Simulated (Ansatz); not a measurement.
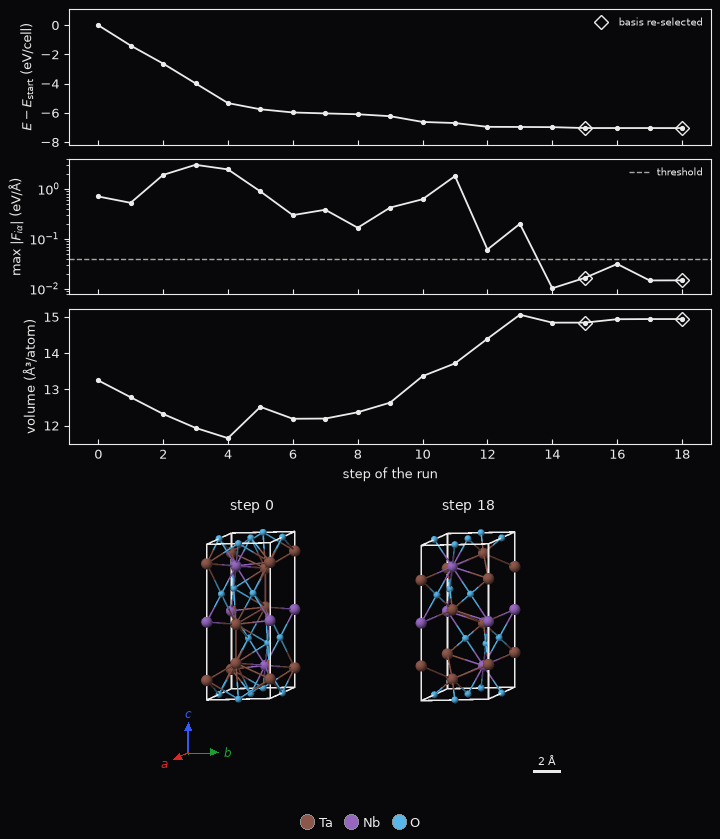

First and last geometry of a relaxation of crystalline Ta2NbO3 (a generated structure, set up in R-3m) (coarse preliminary run), with the history of the run. A ball-and-stick model of the conventional cell (3 times the calculation's cell), seen slightly off an axis. Lengths and directions refer to the drawn axes.

Level of theory: DFT PBE, scalar-relativistic, plane waves, PAW in Ansatz 0.2.0.

Input file:
```yaml
crystal:
  lattice:
    - [2.40116304, 1.38631213, 3.98032526]
    - [-2.40116304, 1.38631213, 3.98032526]
    - [0.0, -2.77262425, 3.98032526]
  atoms:
    - { symbol: Ta, position: [0.87487203, 0.87487203, 0.87487203] }
    - { symbol: Ta, position: [0.12512797, 0.12512797, 0.12512797] }
    - { symbol: Nb, position: [0.5, 0.5, 0.5] }
    - { symbol: O, position: [0.0, 0.5, 0.5] }
    - { symbol: O, position: [0.5, 0.0, 0.5] }
    - { symbol: O, position: [0.5, 0.5, 0.0] }
basis:
  ecutwfc: 420
kpoints:
  mp_grid: { grid: [6, 6, 6] }
hamiltonian:
  xc: pbe
scf:
  occupations: { method: gaussian, width: 0.1 }
  lower_state_search: "off"
output:
  forces: true
  stress: true
  eigenvalues: true
relax:
  adjacent_minimum: "off"
  f_tol: 0.04
  max_steps: 70
  cell: { stress_tol: 0.4 }
```

Run as
```bash
ansatz run input.yaml --threads 1 --pin off --max-ram 2560MiB --backend cpu --events-out ev --progress --plain --runs-dir out
```

Q: Did the run converge, and what did it change?

A: It converged. The largest moves relative to the cell, 1.17 Å, are those of Ta1 and Ta2. Ta1 goes along −c. O and Nb stay in place. The drawn cell changes as follows: a = b 4.802 → 5.108 Å (+6.4 %), c 11.941 → 11.903 Å (−0.3 %); the volume changes by +12.8 %. Some distances before and after: Ta1–Ta2 2.988 → 5.325 Å, Ta1–Nb3 4.476 → 3.289 Å, Ta1–O4 2.847 → 1.969 Å, Ta1–O4 (another image) 2.828 → 3.689 Å. Bonds break: Ta1–Ta2 (2.99 → 5.32 Å). Bond angles that change, for instance: Ta1–O5–Nb3 64.0° → 85.1°, Ta1–O5–Nb3 116.0° → 94.9°. The space group stays R-3m (No. 166). The energy falls by 7.036 eV per cell of the calculation in 16 accepted moves (18 points after the start). The largest force component goes from 0.7 to 0.015 eV/Å. Pressure: −13.81 GPa at the start and −0.03 GPa at the end. The SCF was repeated twice at an unchanged geometry on a basis and grid sized afresh for the cell, which shifted the energy by 61.4 meV per cell of the calculation at most.

| step | E − E(0), meV/atom | largest force component, eV/Å | pressure, GPa | volume, Å³/atom | note |
| --- | --- | --- | --- | --- | --- |
| 0 | 0.00 | 0.7046 | -13.81 | 13.250 |  |
| 1 | -232.07 | 0.5260 | -11.37 | 12.785 |  |
| 2 | -437.37 | 1.9065 | -6.69 | 12.324 |  |
| 3 | -662.62 | 3.0372 | -1.57 | 11.939 |  |
| 4 | -887.99 | 2.4572 | 5.19 | 11.656 |  |
| 5 | -958.26 | 0.8891 | -6.53 | 12.519 |  |
| 6 | -994.66 | 0.2981 | 0.72 | 12.191 |  |
| 7 | -1005.38 | 0.3822 | 2.86 | 12.196 |  |
| 8 | -1014.89 | 0.1667 | 4.34 | 12.370 |  |
| 9 | -1037.10 | 0.4226 | 6.17 | 12.636 |  |
| 10 | -1102.67 | 0.6201 | 5.24 | 13.367 |  |
| 11 | -1115.03 | 1.8058 | 16.14 | 13.720 |  |
| 12 | -1158.53 | 0.0610 | 2.97 | 14.400 |  |
| 13 | -1159.82 | 0.1997 | -0.82 | 15.062 |  |
| 14 | -1161.96 | 0.0102 | 0.00 | 14.844 |  |
| 15 | -1172.19 | 0.0165 | 0.98 | 14.844 | same geometry, new basis |
| 16 | -1172.24 | 0.0313 | 0.00 | 14.938 |  |
| 17 | -1172.28 | 0.0147 | -0.04 | 14.942 |  |
| 18 | -1172.59 | 0.0147 | -0.03 | 14.942 | same geometry, new basis |
